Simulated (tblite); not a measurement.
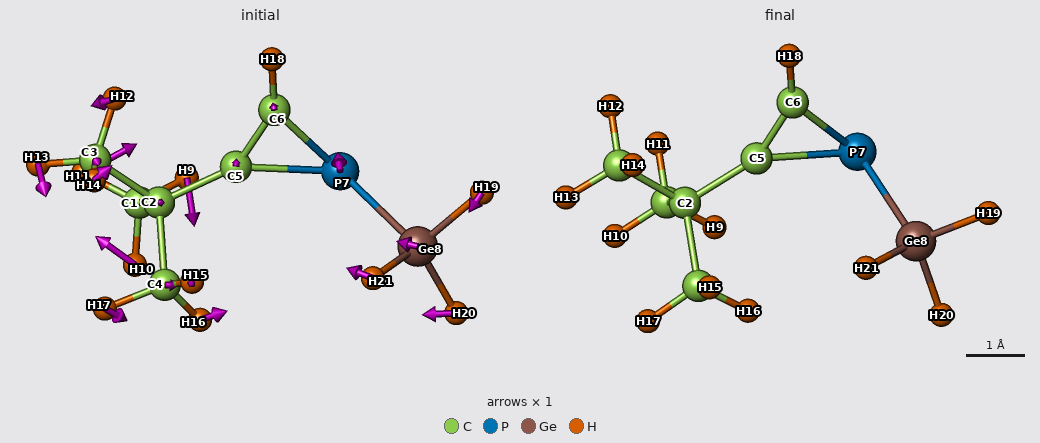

The structure of C₆H₁₃GeP before (left) and after (right) a relaxation, at one scale. The purple arrows give the displacements, at their true length.

The picture is a ball-and-stick view, seen at a tilt.

These are results of GFN2-xTB geometry optimisation, gas phase in tblite, not measurements. 

**Describe what moved and what it gained.**

The largest move after the best rigid fit is that of H11, 1.07 Å. By element the largest moves are H 1.07 Å, P 0.43 Å, Ge 0.41 Å, C 0.24 Å. Some distances before and after: Ge8–H20 1.571 → 1.506 Å, P7–Ge8 2.280 → 2.338 Å, Ge8–H19 1.552 → 1.506 Å, C5–C6 1.347 → 1.301 Å. Bond angles that change, for instance: C5–P7–Ge8 119.9° → 99.9°, C6–P7–Ge8 113.1° → 100.1°, P7–Ge8–H19 106.4° → 114.9°. Groups turn about C1–C2 by about 60°, C2–C3 by about 30°. After 117 geometry steps the energy has fallen by 101.3 kJ/mol.
